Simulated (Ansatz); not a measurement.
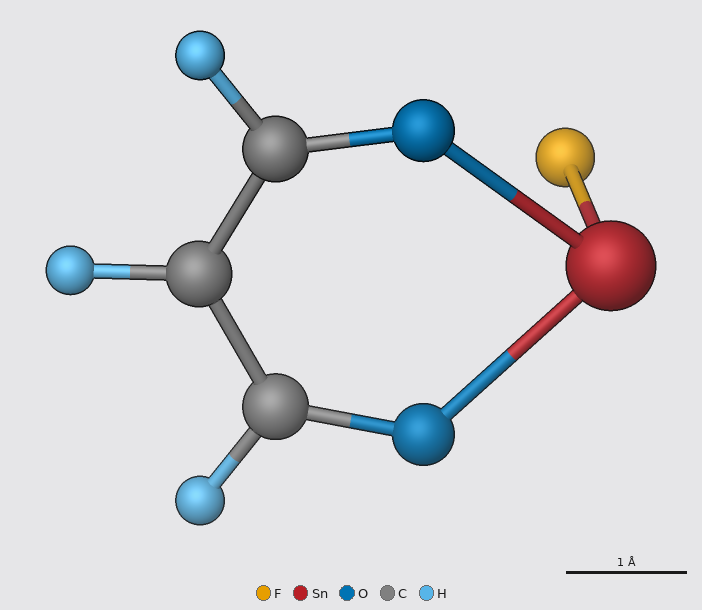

Every bond is drawn as one stick, whatever its order.

Computed geometry: PBE0-D4/def2-TZVP optimisation.

**Count the atoms of each element.**

C3H3FO2Sn, 10 atoms: 3 carbon, 3 hydrogen, 1 fluorine, 2 oxygen and 1 tin.

**Which point group does it belong to?**

Cs.

The parts below concern this one geometry. Atoms keep their numbers from picture to picture.

Geometry

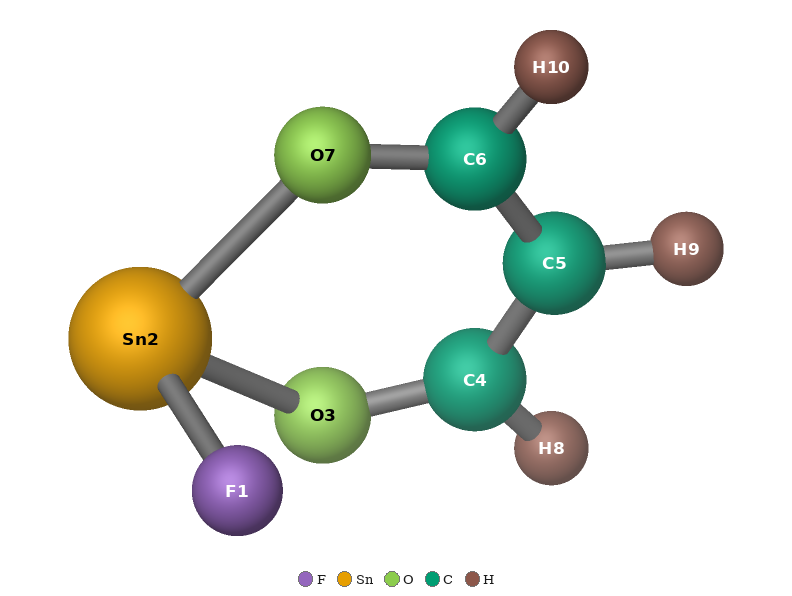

Atoms carry their numbers in the input.

List the bonds and their lengths.

| bond | length (Å) |
| --- | --- |
| F1–Sn2 | 1.949 |
| Sn2–O3 | 2.162 |
| Sn2–O7 | 2.162 |
| O3–C4 | 1.263 |
| C4–C5 | 1.390 |
| C4–H8 | 1.097 |
| C5–C6 | 1.390 |
| C5–H9 | 1.081 |
| C6–O7 | 1.263 |
| C6–H10 | 1.097 |

Dipole moment

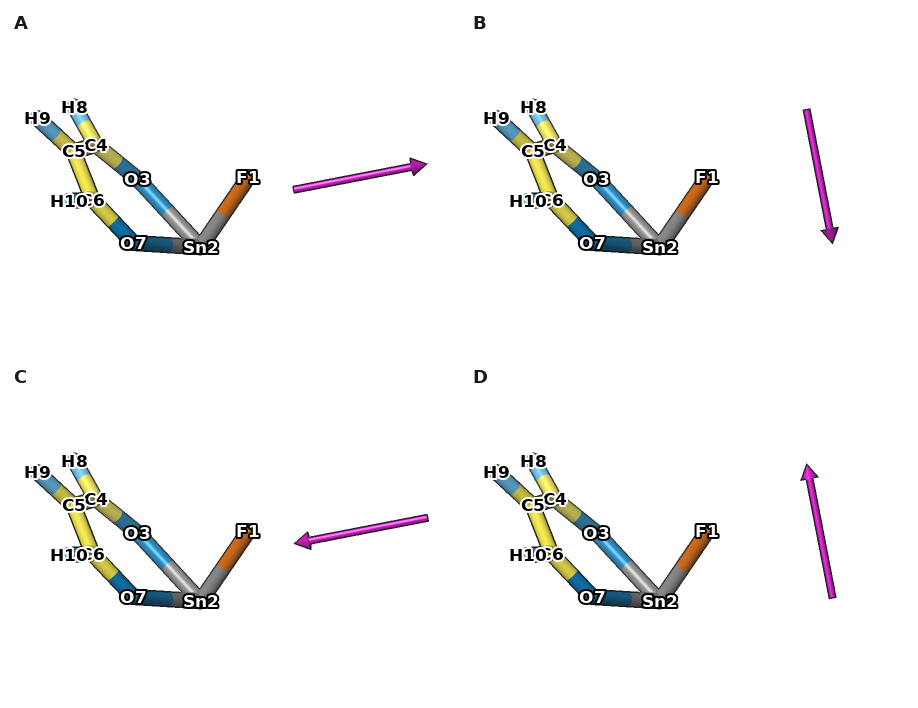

The same molecule four times, each with an arrow. Properties computed with RKS B3LYP-D4/def2-TZVPP, core potentials on Sn (Ansatz 0.2.0).

**Which arrow points along the dipole moment, from the negative to the positive end?**

C. The dipole moment is 3.05 D; it points from the side of F1 to the side of H9 (the outermost atoms at the two ends).

Charges

The questions are on Mulliken charges. Method: RKS PBE0-D4/def2-TZVP, core potentials on Sn (Ansatz 0.2.0).

List the Mulliken charges.

| atom | value (e) |
| --- | --- |
| F1 | −0.52 |
| Sn2 | 0.89 |
| O3 | −0.43 |
| C4 | 0.19 |
| C5 | −0.27 |
| C6 | 0.19 |
| O7 | −0.43 |
| H8 | 0.12 |
| H9 | 0.13 |
| H10 | 0.12 |

Vibrations

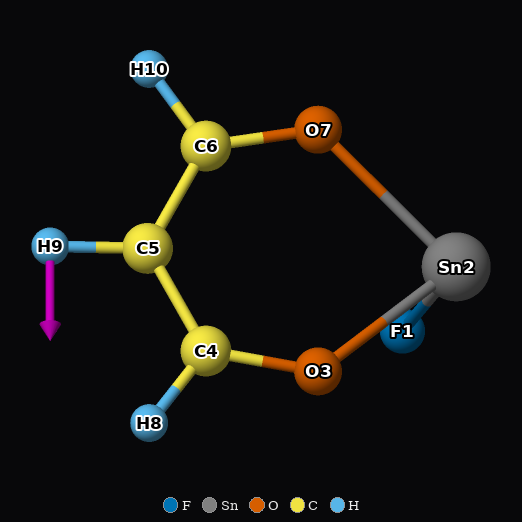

The arrows show one normal mode. Harmonic vibrations computed with RKS PBE0-D4/def2-TZVP, core potentials on Sn (Ansatz 0.2.0) at a stationary point of the same level.

**At what wavenumber does it lie?**

1163 cm⁻¹; it is mode 16 of 24 counted from the lowest.

Mulliken values depend strongly on the basis set and can even reverse the polarity of a bond.
